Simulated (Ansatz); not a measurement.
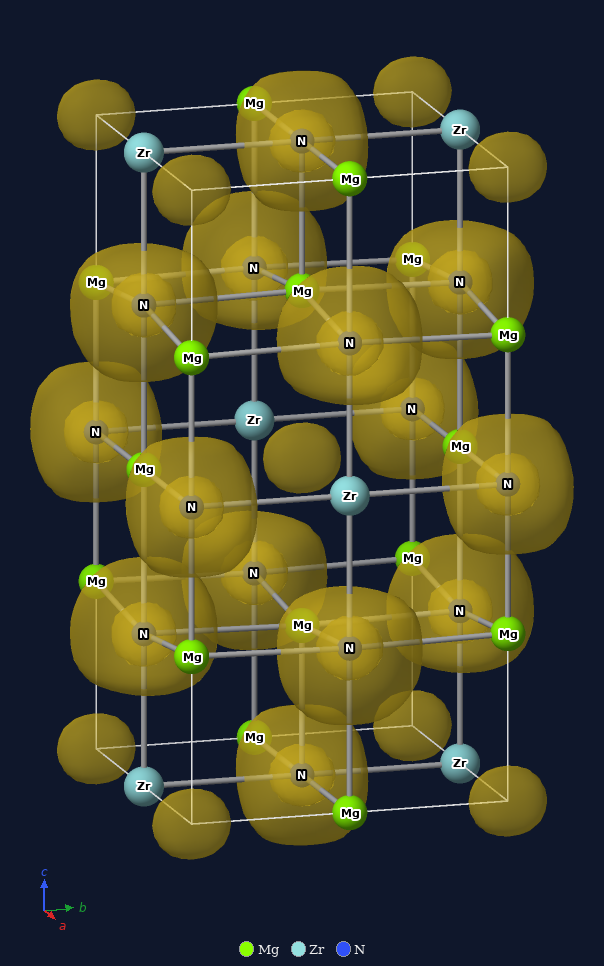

Mg3ZrN3. Isosurface of the electron localisation function at 0.7 (yellow), seen slightly off an axis. Core shells and regions of very low density are left out. Sticks mark near contacts.

Space group Immm; a generated structure, not necessarily the stable one; computed without spin polarisation.

The calculation used DFT PBE, scalar-relativistic, plane waves, PAW (Ansatz).

In a PAW calculation such maps are meaningful between the atoms, not at the nuclei.

**Where are the electrons localised?**

The ELF exceeds this value in six regions wrapped around N (the valence shell of each) and two pockets between the atoms, centred on no nucleus (multi-centre or interstitial), counted in one cell of 14 atoms. Regions shared between cells count once.

Values along the shortest contacts:
Mg–N (2.09 Å): the ELF peaks at about 0.85 in the valence shell of N, 0.7 Å from its nucleus, and is about 0.45 at the midpoint. Zr–N (2.14 Å): the ELF peaks at about 0.80 in the valence shell of N, 0.6 Å from its nucleus, and drops to about 0.25 between the two atoms; no localised pair shows between them.
